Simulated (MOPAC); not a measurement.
**C₂F₄O: frequency calculation (part 1 of 2)**

- system: C₂F₄O, SMILES FC1(F)OC1(F)F
- method: PM7-, closed shell (MOPAC 23.2.5)

The geometry was optimised with PM7-.

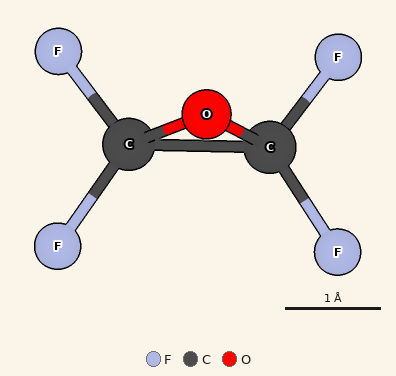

**Figure 1.** The input geometry (ball-and-stick view, seen at a tilt). Bond lengths as drawn: C–C 1.49 Å, C–F 1.31 Å and C–O 1.42 Å.

**Input file (mol.mop)**
```
THERMO(200,600,200) FORCE PM7- AUX(PRECISION=6) THREADS=1

FC1(F)OC1(F)F
F -0.315771 1 -1.203914 1 1.353743 1
C -0.141939 1 -0.722610 1 0.144509 1
F -0.615792 1 -1.587529 1 -0.722269 1
O 1.148120 1 -0.198901 1 -0.138645 1
C 0.065491 1 0.720993 1 -0.152013 1
F 0.095723 1 1.659929 1 0.765402 1
F -0.204217 1 1.276629 1 -1.310710 1
```

Machine: 1 thread of Arm Neoverse V1, 24 GiB of memory available, shared host.

Command:
```bash
mopac mol.mop
```

**What the program printed**
```
MOPAC v23.2.5
PM7- CALCULATION RESULTS

 *  PM7        - The PM7 Hamiltonian to be used
 *  FORCE      - FORCE CALCULATION SPECIFIED
 *  THREADS=1  - MULTI-THREADING NOT USED
 *  AUX        - OUTPUT AUXILIARY INFORMATION
 *  THERMO     - THERMODYNAMIC QUANTITIES TO BE CALCULATED
THERMO(200,600,200) FORCE PM7- AUX(PRECISION=6) THREADS=1

 FC1(F)OC1(F)F
   ATOM   CHEMICAL          X               Y               Z
  NUMBER   SYMBOL      (ANGSTROMS)     (ANGSTROMS)     (ANGSTROMS)

     1       F         -0.31577100  *  -1.20391400  *   1.35374300  *
     2       C         -0.14193900  *  -0.72261000  *   0.14450900  *
     3       F         -0.61579200  *  -1.58752900  *  -0.72226900  *
     4       O          1.14812000  *  -0.19890100  *  -0.13864500  *
     5       C          0.06549100  *   0.72099300  *  -0.15201300  *
     6       F          0.09572300  *   1.65992900  *   0.76540200  *
     7       F         -0.20421700  *   1.27662900  *  -1.31071000  *

          CARTESIAN COORDINATES

    NO.       ATOM           X           Y           Z

     1         F         -0.3158     -1.2039      1.3537
     2         C         -0.1419     -0.7226      0.1445
     3         F         -0.6158     -1.5875     -0.7223
     4         O          1.1481     -0.1989     -0.1386
     5         C          0.0655      0.7210     -0.1520
     6         F          0.0957      1.6599      0.7654
     7         F         -0.2042      1.2766     -1.3107

           Empirical Formula: C2 O F4  =     7 atoms

      MOLECULAR POINT GROUP   :   C2v

      RHF CALCULATION, NO. OF DOUBLY OCCUPIED LEVELS = 21

          HEAT OF FORMATION =    -202.794738 KCALS/MOLE

          CARTESIAN COORDINATE DERIVATIVES

   NUMBER  ATOM         X            Y            Z

     1       F     -0.019976    -0.022185     0.006877
     2       C      0.023769     0.102593     0.015898
     3       F     -0.008552    -0.057493     0.001791
     4       O      0.028285    -0.029173    -0.011762
     5       C      0.013138     0.034172    -0.000245
     6       F     -0.032912    -0.041210     0.006313
     7       F     -0.003751     0.013296    -0.018872

 DIPOLE           X         Y         Z       TOTAL
 POINT-CHG.    -0.268     0.374     1.486     1.555
 HYBRID         0.084    -0.117    -0.465     0.487
 SUM           -0.184     0.257     1.021     1.069

          GRADIENT NORM =   0.14887

          MOLECULAR WEIGHT =  116.02

          ROTATIONAL CONSTANTS IN CM(-1)

          A =    0.14829747   B =    0.08174639   C =    0.06353745

           PRINCIPAL MOMENTS OF INERTIA IN UNITS OF 10**(-40)*GRAM-CM**2

          A =      188.7608   B =      342.4341   C =      440.5709

          ORIENTATION OF MOLECULE IN FORCE CALCULATION

    NO.       ATOM         X         Y         Z

     1          F      -1.7311    0.5819   -0.2019
     2          C      -0.4180    0.5819   -0.2019
     3          F       0.0004    1.8264   -0.2019
     4          O       0.2055   -0.2857   -1.1385
     5          C       0.4117   -0.5728    0.2376
     6          F      -0.0850   -1.7088    0.6700
     7          F       1.6467   -0.4646    0.6700

    FIRST DERIVATIVES WILL BE USED IN THE CALCULATION OF SECOND DERIVATIVES

          ESTIMATED TIME TO COMPLETE CALCULATION =        0.33 SECONDS

    FOR POINT-GROUP C2v  THERE ARE   4 UNIQUE SYMMETRY FUNCTIONS.

 STEP:   1 TIME =     0.00 SECS, INTEGRAL =      0.00 TIME LEFT: 172799.99
 STEP:   2 TIME =     0.01 SECS, INTEGRAL =      0.01 TIME LEFT: 172799.98
 STEP:   3 TIME =     0.01 SECS, INTEGRAL =      0.02 TIME LEFT: 172799.98
 STEP:   4 TIME =     0.00 SECS, INTEGRAL =      0.02 TIME LEFT: 172799.98
 STEP:   5 TIME =     0.01 SECS, INTEGRAL =      0.02 TIME LEFT: 172799.97
 STEP:   6 TIME =     0.00 SECS, INTEGRAL =      0.02 TIME LEFT: 172799.97
 STEP:   7                       INTEGRAL =      0.02 TIME LEFT: 172799.97
 STEP:   8                       INTEGRAL =      0.02 TIME LEFT: 172799.97
 STEP:   9                       INTEGRAL =      0.02 TIME LEFT: 172799.97
 STEP:  10 TIME =     0.01 SECS, INTEGRAL =      0.03 TIME LEFT: 172799.96
 STEP:  11 TIME =     0.00 SECS, INTEGRAL =      0.03 TIME LEFT: 172799.96
 STEP:  12 TIME =     0.01 SECS, INTEGRAL =      0.04 TIME LEFT: 172799.95
 STEP:  13                       INTEGRAL =      0.04 TIME LEFT: 172799.95
 STEP:  14                       INTEGRAL =      0.04 TIME LEFT: 172799.95
 STEP:  15                       INTEGRAL =      0.04 TIME LEFT: 172799.95
 STEP:  16                       INTEGRAL =      0.04 TIME LEFT: 172799.95
 STEP:  17                       INTEGRAL =      0.04 TIME LEFT: 172799.95
 STEP:  18                       INTEGRAL =      0.04 TIME LEFT: 172799.95
 STEP:  19                       INTEGRAL =      0.04 TIME LEFT: 172799.95
 STEP:  20                       INTEGRAL =      0.04 TIME LEFT: 172799.95
 STEP:  21                       INTEGRAL =      0.04 TIME LEFT: 172799.95

(To convert to Hartree/Bohr^2, multiply by (10^(-21) x N x a0^2)/(4.184 x 627.51) =  0.0642)

           FORCE MATRIX IN MILLIDYNES/ANGSTROM

                  F  1       C  2       F  3       O  4       C  5       F  6
 ------------------------------------------------------------------------------
     F    1  10.186236
     C    2   8.522949  18.698006
     F    3   1.065991   8.526404  10.186236
     O    4   0.885601   4.981726   0.886275   9.578559
     C    5   0.645964   4.727654   0.645964   4.984046  18.698006
     F    6   0.031437   0.645914   0.063200   0.886435   8.526404  10.186236
     F    7   0.063200   0.645791   0.031437   0.886289   8.522949   1.065991

                  F  7
 ------------------
     F    7  10.186236

          HEAT OF FORMATION =    -202.794738 KCALS/MOLE

          ZERO POINT ENERGY      17.249 KCAL/MOL

           NORMAL COORDINATE ANALYSIS (Total motion = 1 Angstrom)

   Root No.       1         2         3         4         5         6         7         8

                 1 B1      1 A2      1 A1      2 A1      1 B2      2 A2      2 B1      2 B2

                 168.6     185.1     302.7     420.3     441.7     442.8     473.6     572.6

           1   -0.0516    0.0144    0.0322   -0.0335   -0.0665    0.1477   -0.0853    0.0396
           2    0.1535    0.0376   -0.1497   -0.1047   -0.1408   -0.0762    0.0503    0.0186
           3   -0.0888    0.2396    0.0948   -0.0689   -0.0231   -0.0000    0.0645   -0.0623
           4   -0.0568    0.0115    0.0263   -0.0307   -0.0593    0.1361   -0.0783    0.0299
           5   -0.0408    0.0082   -0.0366    0.0427    0.0825    0.0978   -0.0563   -0.0416
           6    0.0000    0.0000   -0.0714    0.1441    0.0051   -0.0000    0.0000    0.2715
           7    0.1290    0.0402    0.1316    0.1099    0.1547   -0.0251    0.0205   -0.0302
           8   -0.0979    0.0016   -0.0783   -0.0017    0.0181    0.1643   -0.0969   -0.0316
           9    0.0888   -0.2396    0.0948   -0.0689   -0.0231    0.0000   -0.0645   -0.0623
          10   -0.0984   -0.0000    0.0191   -0.0300   -0.0930   -0.0000    0.2716   -0.0796
          11   -0.0707    0.0000   -0.0265    0.0418    0.1295    0.0000    0.1951    0.1108
          12    0.0000   -0.0000   -0.1058    0.1665   -0.0493   -0.0000   -0.0000   -0.0422
          13   -0.0568   -0.0115    0.0018   -0.0221   -0.0473   -0.1361   -0.0783    0.1141
          14   -0.0408   -0.0082   -0.0025    0.0308    0.0658   -0.0978   -0.0563   -0.1588
          15    0.0000   -0.0000   -0.0844    0.1487   -0.0616    0.0000    0.0000   -0.1953
          16    0.1425    0.0410   -0.1485   -0.0805    0.1394    0.0100   -0.0100   -0.0516
          17   -0.1167   -0.1145    0.1018   -0.0392    0.0394   -0.1433   -0.0545   -0.0019
          18    0.0141   -0.2103   -0.0010   -0.0938    0.0617    0.0836    0.1044    0.0560
          19   -0.0651   -0.0955   -0.0491    0.0628   -0.0818   -0.1326   -0.0548    0.0182
          20    0.1723    0.0754    0.1733    0.0638   -0.1195    0.0552    0.0079    0.0483
          21   -0.0141    0.2103   -0.0010   -0.0938    0.0617   -0.0836   -0.1044    0.0560

   Root No.       9        10        11        12        13        14        15

                 3 B2      3 A1      4 A1      4 B2      3 A2      3 B1      5 A1

                 773.4     838.4    1152.8    1413.8    1565.0    1582.0    1732.9

           1    0.0859    0.1544    0.0732    0.1168    0.1051   -0.1079    0.0623
           2    0.0039    0.0109   -0.0014   -0.0049    0.0025    0.0013   -0.0016
           3   -0.0104   -0.0139    0.0059    0.0027   -0.0013   -0.0025   -0.0000
           4    0.0590    0.0618   -0.0238   -0.1472   -0.2352    0.2275   -0.1847
           5   -0.0822   -0.0860    0.0332    0.2048   -0.1690    0.1635    0.2571
           6   -0.1622    0.1565   -0.1983    0.0065    0.0000   -0.0000    0.0201
           7   -0.0311   -0.0596   -0.0220   -0.0326    0.0359   -0.0332   -0.0183
           8   -0.0801   -0.1429   -0.0698   -0.1123    0.0988   -0.1027   -0.0595
           9   -0.0104   -0.0139    0.0058    0.0027    0.0013    0.0025   -0.0000
          10   -0.1513    0.0001   -0.0519    0.0154   -0.0000   -0.0065    0.0201
          11    0.2106   -0.0001    0.0723   -0.0215    0.0000   -0.0047   -0.0279
          12   -0.0802   -0.0003    0.2879    0.0082   -0.0000    0.0000   -0.1112
          13   -0.0047   -0.1025    0.0850   -0.1194    0.2352    0.2275    0.1459
          14    0.0065    0.1427   -0.1183    0.1661    0.1690    0.1635   -0.2031
          15    0.1910    0.0694   -0.1407   -0.1477   -0.0000   -0.0000    0.1953
          16   -0.0393    0.0725    0.0245   -0.0391   -0.0423   -0.0389    0.0221
          17   -0.0687    0.1250    0.0663   -0.1033   -0.0899   -0.0948    0.0542
          18    0.0351   -0.0573   -0.0199    0.0385    0.0346    0.0341   -0.0213
          19    0.0776   -0.1416   -0.0706    0.1103   -0.0987   -0.1022   -0.0584
          20    0.0153   -0.0288   -0.0021    0.0041   -0.0115   -0.0066   -0.0037
          21    0.0351   -0.0573   -0.0199    0.0385   -0.0345   -0.0341   -0.0213

           MASS-WEIGHTED COORDINATE ANALYSIS (NORMAL COORDINATES)

   Root No.       1         2         3         4         5         6         7         8

                 1 B1      1 A2      1 A1      2 A1      1 B2      2 A2      2 B1      2 B2

                 168.6     185.1     302.7     420.3     441.7     442.8     473.6     572.6

           1   -0.1312    0.0295    0.0834   -0.0956   -0.1806    0.3866   -0.2120    0.1069
           2    0.3899    0.0773   -0.3878   -0.2989   -0.3823   -0.1995    0.1251    0.0503
           3   -0.2254    0.4929    0.2454   -0.1967   -0.0627   -0.0000    0.1604   -0.1685
           4   -0.1148    0.0187    0.0541   -0.0697   -0.1280    0.2831   -0.1549    0.0643
           5   -0.0825    0.0135   -0.0754    0.0970    0.1781    0.2034   -0.1113   -0.0895
           6    0.0000    0.0000   -0.1471    0.3273    0.0111   -0.0000    0.0000    0.5835
           7    0.3277    0.0826    0.3409    0.3138    0.4199   -0.0657    0.0509   -0.0817
           8   -0.2487    0.0033   -0.2028   -0.0047    0.0492    0.4300   -0.2408   -0.0853
           9    0.2254   -0.4928    0.2454   -0.1967   -0.0627    0.0000   -0.1604   -0.1685
          10   -0.2294   -0.0000    0.0453   -0.0787   -0.2318   -0.0000    0.6196   -0.1974
          11   -0.1649    0.0000   -0.0631    0.1095    0.3226    0.0000    0.4452    0.2747
          12    0.0000   -0.0000   -0.2514    0.4364   -0.1228   -0.0000   -0.0000   -0.1046
          13   -0.1148   -0.0187    0.0037   -0.0502   -0.1020   -0.2831   -0.1549    0.2452
          14   -0.0825   -0.0135   -0.0052    0.0698    0.1420   -0.2034   -0.1113   -0.3413
          15    0.0000   -0.0000   -0.1738    0.3376   -0.1329    0.0000    0.0000   -0.4196
          16    0.3619    0.0842   -0.3847   -0.2300    0.3784    0.0263   -0.0249   -0.1394
          17   -0.2963   -0.2356    0.2637   -0.1119    0.1070   -0.3751   -0.1354   -0.0051
          18    0.0357   -0.4326   -0.0026   -0.2678    0.1675    0.2187    0.2595    0.1513
          19   -0.1654   -0.1964   -0.1272    0.1794   -0.2221   -0.3471   -0.1363    0.0493
          20    0.4375    0.1550    0.4488    0.1823   -0.3245    0.1446    0.0196    0.1305
          21   -0.0357    0.4326   -0.0025   -0.2679    0.1675   -0.2187   -0.2595    0.1513

   Root No.       9        10        11        12        13        14        15

                 3 B2      3 A1      4 A1      4 B2      3 A2      3 B1      5 A1

                 773.4     838.4    1152.8    1413.8    1565.0    1582.0    1732.9
```
